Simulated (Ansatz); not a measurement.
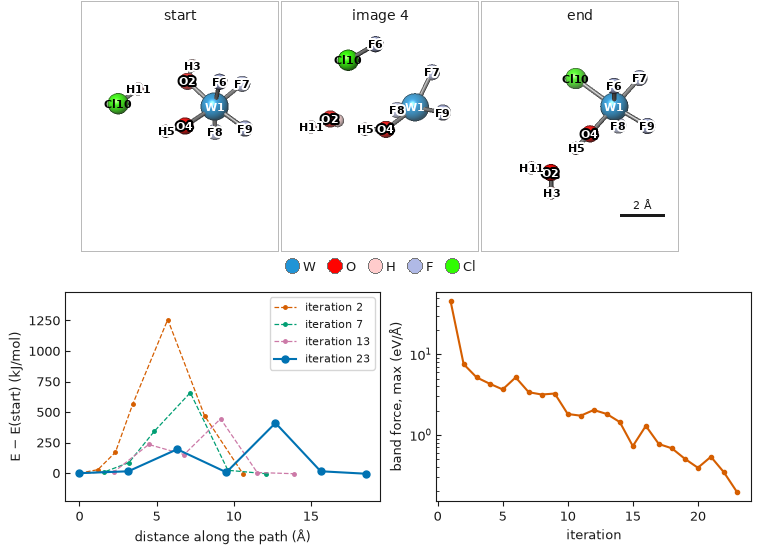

A nudged-elastic-band calculation for WH3O2ClF4, made up at the start of WH2O2F4 and HCl. Images are numbered from 0 (start) to 6 (end). The plot follows the band through its iterations. Style: ball-and-stick. Shown from a free direction.

The calculation used RHF/def2-SVP (Ansatz). Run with 5 movable images; climbing image; force threshold 0.2 eV/Å; iteration limit 60; starting path through a guess of the saddle point.

Q: How did the profile develop, and is the result final?

A: The result isn't final. The band hadn't converged when the run stopped after 23 iterations. The largest component of the band force went from 45 to 0.2 eV/Å. The barrier read from it is provisional: over the last two iterations the highest image moved from 412.3 kJ/mol to 410.8 kJ/mol. The force threshold is so loose that the height of the top is at best an upper bound. The first iteration put the highest image at 2326.9 kJ/mol. The energy climbs by 410.8 kJ/mol to image 4 and then falls by 415.4 kJ/mol, so the end point sits at −4.5 kJ/mol. The profile has 2 maxima (images 2, 4) with a dip at image 3 (+7.1 kJ/mol), which on an unconverged band is provisional.

Limits of the set-up: the start holds two separate molecules, 2.3 Å apart at their closest, whose relative position is a soft coordinate and is computed without a dispersion correction; Hartree-Fock leaves out electron correlation.
